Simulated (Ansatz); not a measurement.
# CH₄O₂Si (SMILES O[SiH]1CO1): what the fields show

Input

```
crystal:
  periodic: [false, false, false]
  atoms:
    - { symbol: O, position_ang: [-1.45003, 1.16188, -0.46143] }
    - { symbol: Si, position_ang: [-0.01128, 0.71587, 0.12334] }
    - { symbol: C, position_ang: [0.51222, -1.0285, 0.40032] }
    - { symbol: O, position_ang: [0.95057, -0.25409, -0.78735] }
    - { symbol: H, position_ang: [-1.82293, 0.74937, -1.23883] }
    - { symbol: H, position_ang: [0.55516, 1.82686, 0.83157] }
    - { symbol: H, position_ang: [-0.08902, -1.87985, 0.10992] }
    - { symbol: H, position_ang: [1.35531, -1.29154, 1.02247] }
basis:
  gaussian: { orbitals: "6-31G*" }
hamiltonian:
  xc: r2scan
relax:
  f_tol: 0.02
  max_steps: 40
scf:
  lower_state_search: "off"
output:
  orbitals: {}
```

Command:

```sh
ansatz run input.yaml --threads 1 --pin off --max-ram 2048MiB --backend cpu --events-out ev --progress --plain --runs-dir out
```

The fields are those of the relaxed geometry.

Method: Ansatz, RKS r2SCAN/6-31G*.

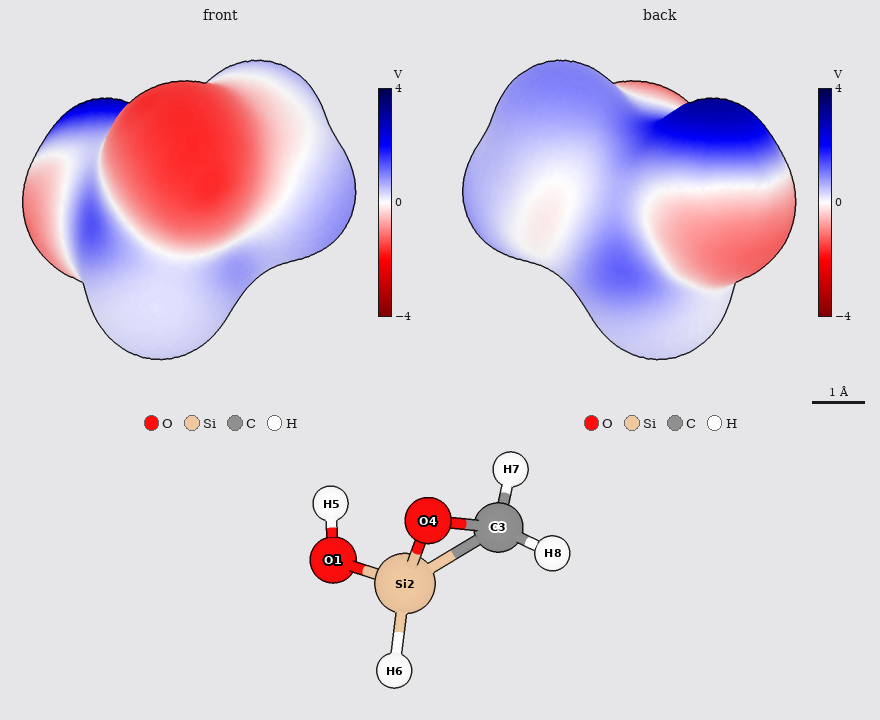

Figure 1. The electrostatic potential painted on the density surface at 0.002 e/bohr³, seen from the front and from behind; red is negative and blue positive. The bare structure is drawn below in the same view.

**Which sites attract a positive test charge, and which a negative one?**

A positive charge is drawn to the negative regions and a negative charge to the positive ones. The most negative region (about −1.7 V) lies over O4, the most positive (about +3.0 V) over H5. O4 is the likeliest acceptor of a hydrogen bond.

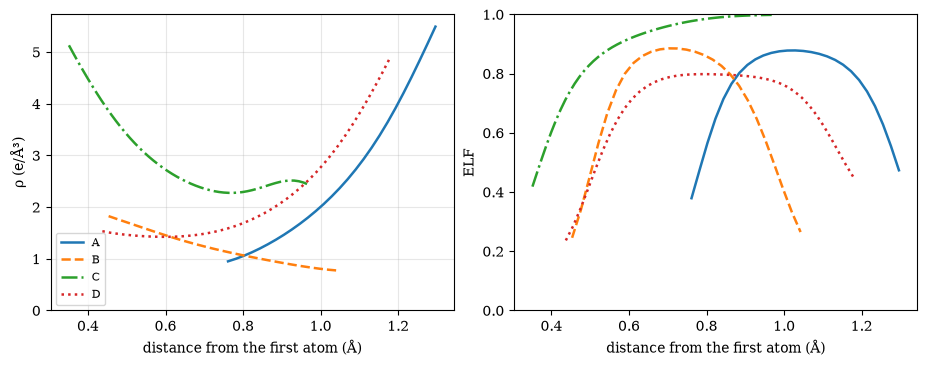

Figure 2. Electron density and ELF along straight lines between neighbouring atoms. The curves leave out the atomic cores.

**Which curve belongs to which contact (C–O, C–Si, O–H and Si–O)? The first atom named is at distance zero.**

Curve A: Si–O (1.65 Å): the density is about 1.1 e/Å³ at the midpoint; the ELF peaks at about 0.90 between the atoms (a shared but strongly polarised pair). Curve B: C–Si (1.81 Å): ρ at the midpoint is about 0.91 e/Å³; the ELF peaks at about 0.90 between the atoms; localised, covalent bonding. Curve C: O–H (0.97 Å): the density is about 3.6 e/Å³ at the midpoint; the ELF climbs to about 1 towards the hydrogen, as it does in any bond to H: an ordinary covalent bond to hydrogen. Curve D: C–O (1.52 Å): ρ is about 1.6 e/Å³ halfway, with its minimum of 1.4 e/Å³ about 0.6 Å from C; the ELF peaks at about 0.80 between the atoms; a shared but strongly polarised pair.

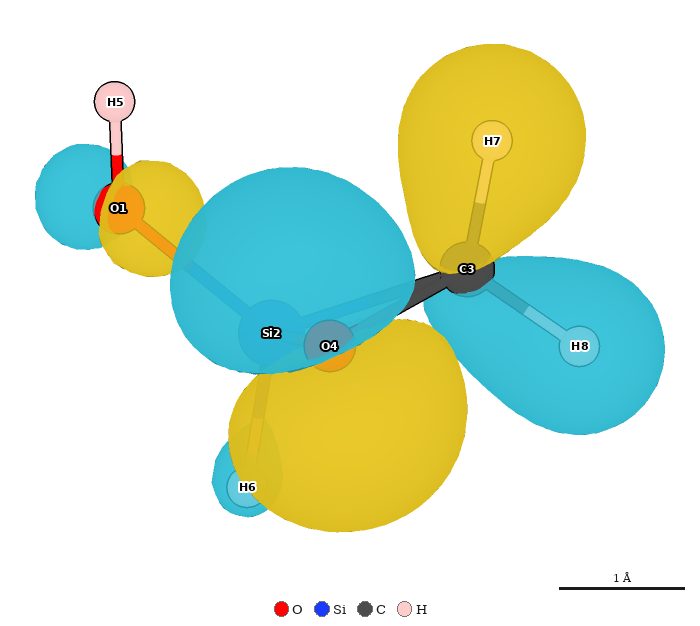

Figure 3. The HOMO−1 at ±0.1 Å⁻³ᐟ² (yellow and cyan are the two phases), seen at a tilt.

**Describe this orbital and give its energy.**

It lies mainly on O4 (about 65 %) and C3 (about 10 %); largely a lone pair of O4. Its energy is −6.78 eV.
